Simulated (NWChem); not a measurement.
## Run report: BH₃Cl (charge −1), energy and gradient calculation (part 2 of 3)

The same run, continued: BH₃Cl, charge −1, SMILES [H][B-]([H])([H])Cl; B3LYP/6-31G*, RKS (NWChem 7.3.0). The geometry comes from this level: GFN2-xTB.

Geometry of the input (Å):
```
B  -0.0013  0.0016  -0.1670
Cl 0.0136  -0.0211  1.7073
H  1.1523  0.0114  -0.5222
H  -0.5866  1.0057  -0.4970
H  -0.5780  -0.9976  -0.5211
```

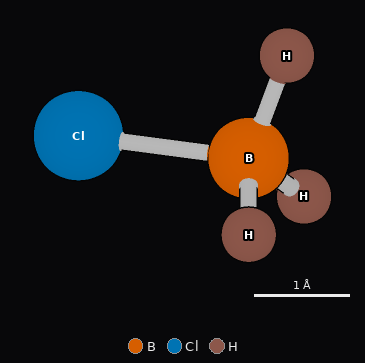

Fig. 1: The input geometry (ball-and-stick view, seen at a tilt).

Output, continued
```
 Vector   10  Occ=2.000000D+00  E=-1.201506D-01
              MO Center= -3.7D-02,  1.6D-01,  5.6D-01, r^2= 2.4D+00
   Bfn.  Coefficient  Atom+Function         Bfn.  Coefficient  Atom+Function
  ----- ------------  ---------------      ----- ------------  ---------------
    22      0.347843  2 Cl py                21     -0.276768  2 Cl px
     4      0.221983  1 B  py                36      0.208571  4 H  s
    26      0.199659  2 Cl py                35      0.183346  4 H  s
     3     -0.176614  1 B  px                25     -0.158863  2 Cl px
    18     -0.139424  2 Cl py                34     -0.130930  3 H  s

 Vector   11  Occ=2.000000D+00  E=-1.134409D-01
              MO Center=  7.2D-03, -1.0D-02,  9.4D-01, r^2= 2.5D+00
   Bfn.  Coefficient  Atom+Function         Bfn.  Coefficient  Atom+Function
  ----- ------------  ---------------      ----- ------------  ---------------
    23      0.582583  2 Cl pz                27      0.284151  2 Cl pz
     5     -0.273286  1 B  pz                19     -0.231527  2 Cl pz
    36      0.126795  4 H  s                 34      0.125993  3 H  s
    38      0.125623  5 H  s                 24      0.118463  2 Cl s
     9     -0.095674  1 B  pz                35      0.093643  4 H  s

 Vector   12  Occ=2.000000D+00  E=-3.875467D-02
              MO Center=  2.5D-02, -1.9D-01,  7.6D-01, r^2= 2.7D+00
   Bfn.  Coefficient  Atom+Function         Bfn.  Coefficient  Atom+Function
  ----- ------------  ---------------      ----- ------------  ---------------
    21      0.401861  2 Cl px                22      0.365645  2 Cl py
    38      0.276114  5 H  s                 25      0.268010  2 Cl px
    26      0.243852  2 Cl py                34     -0.215620  3 H  s
    37      0.189866  5 H  s                  3     -0.177108  1 B  px
     4     -0.161153  1 B  py                17     -0.158475  2 Cl px

 Vector   13  Occ=2.000000D+00  E=-3.865991D-02
              MO Center= -1.4D-02,  1.7D-01,  7.6D-01, r^2= 2.7D+00
   Bfn.  Coefficient  Atom+Function         Bfn.  Coefficient  Atom+Function
  ----- ------------  ---------------      ----- ------------  ---------------
    22     -0.401316  2 Cl py                21      0.365253  2 Cl px
    36      0.284527  4 H  s                 26     -0.267690  2 Cl py
    25      0.243639  2 Cl px                34     -0.194586  3 H  s
    35      0.195498  4 H  s                  4      0.177215  1 B  py
     3     -0.161283  1 B  px                18      0.158256  2 Cl py

 Vector   14  Occ=0.000000D+00  E= 3.211152D-01
              MO Center=  3.2D-03, -5.3D-03,  4.0D-01, r^2= 3.7D+00
   Bfn.  Coefficient  Atom+Function         Bfn.  Coefficient  Atom+Function
  ----- ------------  ---------------      ----- ------------  ---------------
     9      1.333904  1 B  pz                 6      1.103055  1 B  s
    27      1.102930  2 Cl pz                24     -1.007233  2 Cl s
     5      0.353434  1 B  pz                20     -0.272619  2 Cl s
    23      0.227265  2 Cl pz                16      0.130280  2 Cl s
    19     -0.095710  2 Cl pz                 1     -0.093530  1 B  s

 Vector   15  Occ=0.000000D+00  E= 3.958383D-01
              MO Center= -4.5D-02,  1.3D-01, -2.2D-01, r^2= 3.4D+00
   Bfn.  Coefficient  Atom+Function         Bfn.  Coefficient  Atom+Function
  ----- ------------  ---------------      ----- ------------  ---------------
    36      1.909856  4 H  s                  8     -1.463278  1 B  py
     7      1.185235  1 B  px                34     -1.136212  3 H  s
    38     -0.638310  5 H  s                 26      0.283909  2 Cl py
     4     -0.249304  1 B  py                25     -0.229888  2 Cl px
     3      0.201870  1 B  px                 6     -0.100195  1 B  s

 Vector   16  Occ=0.000000D+00  E= 3.960986D-01
              MO Center=  2.9D-02, -9.1D-02, -2.3D-01, r^2= 3.4D+00
   Bfn.  Coefficient  Atom+Function         Bfn.  Coefficient  Atom+Function
  ----- ------------  ---------------      ----- ------------  ---------------
    38      1.747797  5 H  s                 34     -1.490662  3 H  s
     7      1.467279  1 B  px                 8      1.187757  1 B  py
    36     -0.302747  4 H  s                 25     -0.284252  2 Cl px
     3      0.249200  1 B  px                26     -0.230239  2 Cl py
     4      0.201792  1 B  py                37      0.074903  5 H  s

 Vector   17  Occ=0.000000D+00  E= 3.989911D-01
              MO Center=  8.9D-03, -2.7D-02, -3.7D-01, r^2= 3.8D+00
   Bfn.  Coefficient  Atom+Function         Bfn.  Coefficient  Atom+Function
  ----- ------------  ---------------      ----- ------------  ---------------
     6      3.249781  1 B  s                 38     -1.486319  5 H  s
    34     -1.467140  3 H  s                 36     -1.380015  4 H  s
    24     -0.541194  2 Cl s                  9     -0.476302  1 B  pz
    27      0.474286  2 Cl pz                 2      0.229593  1 B  s
     1     -0.183142  1 B  s                 20      0.157320  2 Cl s

 Vector   18  Occ=0.000000D+00  E= 6.126006D-01
              MO Center=  1.2D-02, -1.9D-02,  1.4D+00, r^2= 4.6D+00
   Bfn.  Coefficient  Atom+Function         Bfn.  Coefficient  Atom+Function
  ----- ------------  ---------------      ----- ------------  ---------------
    24      1.204038  2 Cl s                 20     -0.941471  2 Cl s
     9     -0.752923  1 B  pz                23     -0.724239  2 Cl pz
    27      0.692916  2 Cl pz                 6      0.522291  1 B  s
     5      0.384286  1 B  pz                 2     -0.354811  1 B  s
    19      0.186580  2 Cl pz                33     -0.121201  3 H  s

 Vector   19  Occ=0.000000D+00  E= 6.287381D-01
              MO Center=  4.1D-03, -6.4D-03,  5.2D-01, r^2= 3.2D+00
   Bfn.  Coefficient  Atom+Function         Bfn.  Coefficient  Atom+Function
  ----- ------------  ---------------      ----- ------------  ---------------
     5      0.954234  1 B  pz                 9     -0.862321  1 B  pz
    20      0.796318  2 Cl s                 24     -0.542334  2 Cl s
     6     -0.456451  1 B  s                 23      0.279061  2 Cl pz
    30      0.256255  2 Cl d  0              34      0.187080  3 H  s
    36      0.186232  4 H  s                 38      0.187049  5 H  s

 Vector   20  Occ=0.000000D+00  E= 6.378354D-01
              MO Center= -1.8D-02,  5.3D-02,  9.7D-02, r^2= 3.0D+00
   Bfn.  Coefficient  Atom+Function         Bfn.  Coefficient  Atom+Function
  ----- ------------  ---------------      ----- ------------  ---------------
     7      0.973107  1 B  px                 3     -0.755211  1 B  px
     8      0.703706  1 B  py                 4     -0.545970  1 B  py
    21     -0.383808  2 Cl px                22     -0.277555  2 Cl py
    37      0.222153  5 H  s                 33     -0.198371  3 H  s
    25      0.195411  2 Cl px                26      0.141307  2 Cl py

 Vector   21  Occ=0.000000D+00  E= 6.380377D-01
              MO Center=  2.0D-02, -5.6D-02,  9.8D-02, r^2= 3.0D+00
   Bfn.  Coefficient  Atom+Function         Bfn.  Coefficient  Atom+Function
  ----- ------------  ---------------      ----- ------------  ---------------
     8      0.972153  1 B  py                 4     -0.755011  1 B  py
     7     -0.702733  1 B  px                 3      0.545936  1 B  px
    22     -0.385047  2 Cl py                21      0.278312  2 Cl px
    35     -0.242846  4 H  s                 26      0.197005  2 Cl py
    25     -0.142391  2 Cl px                33      0.141694  3 H  s

 Vector   22  Occ=0.000000D+00  E= 6.986119D-01
              MO Center= -1.2D-03,  7.2D-03,  1.5D+00, r^2= 3.3D+00
   Bfn.  Coefficient  Atom+Function         Bfn.  Coefficient  Atom+Function
  ----- ------------  ---------------      ----- ------------  ---------------
    25      1.151541  2 Cl px                21     -0.930478  2 Cl px
     7     -0.752758  1 B  px                26      0.712407  2 Cl py
    22     -0.575624  2 Cl py                 8     -0.465774  1 B  py
     3      0.367132  1 B  px                17      0.239369  2 Cl px
     4      0.227033  1 B  py                18      0.148081  2 Cl py

 Vector   23  Occ=0.000000D+00  E= 6.986513D-01
              MO Center=  2.5D-02, -4.4D-02,  1.5D+00, r^2= 3.3D+00
   Bfn.  Coefficient  Atom+Function         Bfn.  Coefficient  Atom+Function
  ----- ------------  ---------------      ----- ------------  ---------------
    26      1.151191  2 Cl py                22     -0.929847  2 Cl py
     8     -0.754333  1 B  py                25     -0.712070  2 Cl px
    21      0.575178  2 Cl px                 7      0.466512  1 B  px
     4      0.368375  1 B  py                18      0.239198  2 Cl py
     3     -0.227953  1 B  px                17     -0.147962  2 Cl px

 Vector   24  Occ=0.000000D+00  E= 7.478888D-01
              MO Center=  7.0D-03, -1.1D-02,  8.5D-01, r^2= 3.2D+00
   Bfn.  Coefficient  Atom+Function         Bfn.  Coefficient  Atom+Function
  ----- ------------  ---------------      ----- ------------  ---------------
    24      1.967220  2 Cl s                 27     -1.602388  2 Cl pz
     9     -1.224403  1 B  pz                20     -1.120208  2 Cl s
    23      0.918693  2 Cl pz                34     -0.397693  3 H  s
    36     -0.396629  4 H  s                 38     -0.397209  5 H  s
     5      0.294418  1 B  pz                 2     -0.241663  1 B  s

 Vector   25  Occ=0.000000D+00  E= 1.061875D+00
              MO Center=  2.0D-03,  8.1D-02,  8.4D-01, r^2= 2.4D+00
   Bfn.  Coefficient  Atom+Function         Bfn.  Coefficient  Atom+Function
  ----- ------------  ---------------      ----- ------------  ---------------
    36      1.164522  4 H  s                  8     -0.837770  1 B  py
    34     -0.832944  3 H  s                  7      0.809164  1 B  px
    29     -0.496843  2 Cl d -1              31     -0.483192  2 Cl d  1
    35     -0.453396  4 H  s                 38     -0.338213  5 H  s
    33      0.315494  3 H  s                  4      0.305248  1 B  py

 Vector   26  Occ=0.000000D+00  E= 1.062042D+00
              MO Center=  1.1D-02, -1.0D-01,  8.4D-01, r^2= 2.4D+00
   Bfn.  Coefficient  Atom+Function         Bfn.  Coefficient  Atom+Function
  ----- ------------  ---------------      ----- ------------  ---------------
    38      1.153035  5 H  s                 34     -0.865150  3 H  s
     7      0.837382  1 B  px                 8      0.809567  1 B  py
    31     -0.505752  2 Cl d  1              29      0.485617  2 Cl d -1
    37     -0.440386  5 H  s                 33      0.334466  3 H  s
     3     -0.304531  1 B  px                 4     -0.294474  1 B  py

 Vector   27  Occ=0.000000D+00  E= 1.072422D+00
              MO Center=  1.9D-03, -2.7D-03,  2.9D-01, r^2= 2.7D+00
   Bfn.  Coefficient  Atom+Function         Bfn.  Coefficient  Atom+Function
  ----- ------------  ---------------      ----- ------------  ---------------
     6      4.156925  1 B  s                 24     -2.252292  2 Cl s
     2     -1.601923  1 B  s                  9      1.239260  1 B  pz
    27      0.999857  2 Cl pz                20      0.640347  2 Cl s
     5     -0.529974  1 B  pz                33     -0.446385  3 H  s
    37     -0.448016  5 H  s                 35     -0.440770  4 H  s

 Vector   28  Occ=0.000000D+00  E= 1.131310D+00
              MO Center=  1.3D-02, -2.3D-02,  1.6D+00, r^2= 8.3D-01
   Bfn.  Coefficient  Atom+Function         Bfn.  Coefficient  Atom+Function
  ----- ------------  ---------------      ----- ------------  ---------------
    32      0.664693  2 Cl d  2              28      0.641960  2 Cl d -2
    31     -0.249307  2 Cl d  1              29     -0.246968  2 Cl d -1
     7      0.197410  1 B  px                 8     -0.187133  1 B  py
    36      0.138955  4 H  s                 34     -0.105524  3 H  s
    35      0.079946  4 H  s                 13      0.077055  1 B  d  1

 Vector   29  Occ=0.000000D+00  E= 1.131340D+00
              MO Center=  1.3D-02, -1.8D-02,  1.6D+00, r^2= 8.2D-01
   Bfn.  Coefficient  Atom+Function         Bfn.  Coefficient  Atom+Function
  ----- ------------  ---------------      ----- ------------  ---------------
    28      0.666796  2 Cl d -2              32     -0.652035  2 Cl d  2
    29     -0.243554  2 Cl d -1              31      0.219889  2 Cl d  1
     8     -0.199271  1 B  py                 7     -0.188620  1 B  px
    38     -0.144690  5 H  s                 34      0.102124  3 H  s
    37     -0.079041  5 H  s                 11      0.076843  1 B  d -1

 Vector   30  Occ=0.000000D+00  E= 1.167279D+00
              MO Center= -6.9D-02,  2.3D-01,  1.7D-01, r^2= 2.6D+00
   Bfn.  Coefficient  Atom+Function         Bfn.  Coefficient  Atom+Function
  ----- ------------  ---------------      ----- ------------  ---------------
    36      1.329168  4 H  s                 34     -0.749673  3 H  s
    35     -0.732522  4 H  s                  8     -0.701585  1 B  py
     7      0.550882  1 B  px                38     -0.441717  5 H  s
    33      0.437119  3 H  s                  4      0.432428  1 B  py
    29      0.364209  2 Cl d -1               3     -0.339401  1 B  px

 Vector   31  Occ=0.000000D+00  E= 1.167776D+00
              MO Center=  6.3D-02, -2.1D-01,  1.6D-01, r^2= 2.6D+00
   Bfn.  Coefficient  Atom+Function         Bfn.  Coefficient  Atom+Function
  ----- ------------  ---------------      ----- ------------  ---------------
    38      1.188083  5 H  s                 34     -1.041052  3 H  s
     7      0.705142  1 B  px                37     -0.673010  5 H  s
    33      0.580006  3 H  s                  8      0.552784  1 B  py
     3     -0.434066  1 B  px                31      0.370436  2 Cl d  1
     4     -0.340473  1 B  py                14      0.290457  1 B  d  2

 Vector   32  Occ=0.000000D+00  E= 1.177889D+00
              MO Center=  6.3D-03, -2.1D-02, -2.3D-01, r^2= 3.1D+00
   Bfn.  Coefficient  Atom+Function         Bfn.  Coefficient  Atom+Function
  ----- ------------  ---------------      ----- ------------  ---------------
     6      6.332160  1 B  s                  2     -2.283937  1 B  s
    24     -1.854942  2 Cl s                 38     -1.741433  5 H  s
    34     -1.729353  3 H  s                 36     -1.678116  4 H  s
    27      1.063656  2 Cl pz                20      0.549864  2 Cl s
    37      0.380515  5 H  s                 33      0.373623  3 H  s

 Vector   33  Occ=0.000000D+00  E= 1.367773D+00
              MO Center=  7.7D-03, -1.2D-02,  9.4D-01, r^2= 2.5D+00
   Bfn.  Coefficient  Atom+Function         Bfn.  Coefficient  Atom+Function
  ----- ------------  ---------------      ----- ------------  ---------------
    24      1.527873  2 Cl s                 27     -1.081869  2 Cl pz
    30      0.778425  2 Cl d  0              20     -0.750157  2 Cl s
     6     -0.660065  1 B  s                  9     -0.592081  1 B  pz
    33      0.469134  3 H  s                 35      0.468475  4 H  s
    37      0.468836  5 H  s                 34     -0.339921  3 H  s

 Vector   34  Occ=0.000000D+00  E= 1.628115D+00
              MO Center= -1.0D-03, -1.2D-02,  1.4D-01, r^2= 1.4D+00
   Bfn.  Coefficient  Atom+Function         Bfn.  Coefficient  Atom+Function
  ----- ------------  ---------------      ----- ------------  ---------------
    11      0.637621  1 B  d -1              13     -0.502718  1 B  d  1
    10     -0.383815  1 B  d -2              29      0.346053  2 Cl d -1
     8      0.341594  1 B  py                14      0.325197  1 B  d  2
    31     -0.276708  2 Cl d  1               7      0.272775  1 B  px
    38      0.222953  5 H  s                 26     -0.208862  2 Cl py

 Vector   35  Occ=0.000000D+00  E= 1.628220D+00
              MO Center=  3.4D-03,  7.9D-03,  1.4D-01, r^2= 1.4D+00
   Bfn.  Coefficient  Atom+Function         Bfn.  Coefficient  Atom+Function
  ----- ------------  ---------------      ----- ------------  ---------------
    13      0.639478  1 B  d  1              11      0.516781  1 B  d -1
    14     -0.380949  1 B  d  2              31      0.345972  2 Cl d  1
     7     -0.341085  1 B  px                10     -0.301524  1 B  d -2
    29      0.275735  2 Cl d -1               8      0.272211  1 B  py
    25      0.208799  2 Cl px                36     -0.209386  4 H  s

 Vector   36  Occ=0.000000D+00  E= 2.058749D+00
              MO Center= -6.9D-02,  1.4D-01, -2.6D-01, r^2= 1.2D+00
   Bfn.  Coefficient  Atom+Function         Bfn.  Coefficient  Atom+Function
  ----- ------------  ---------------      ----- ------------  ---------------
    35      0.871829  4 H  s                 10      0.820730  1 B  d -2
    14      0.501886  1 B  d  2              11      0.468363  1 B  d -1
    33     -0.454822  3 H  s                 37     -0.402881  5 H  s
    13      0.296825  1 B  d  1               8     -0.247622  1 B  py
     4     -0.229948  1 B  py                36     -0.197448  4 H  s

 Vector   37  Occ=0.000000D+00  E= 2.059559D+00
              MO Center=  6.3D-02, -1.3D-01, -2.6D-01, r^2= 1.2D+00
   Bfn.  Coefficient  Atom+Function         Bfn.  Coefficient  Atom+Function
  ----- ------------  ---------------      ----- ------------  ---------------
    14      0.806279  1 B  d  2              37      0.766238  5 H  s
    33     -0.737985  3 H  s                 10     -0.494793  1 B  d -2
    13      0.494243  1 B  d  1              11     -0.309799  1 B  d -1
     7      0.247595  1 B  px                 3      0.231140  1 B  px
    38     -0.167148  5 H  s                 34      0.163222  3 H  s
```
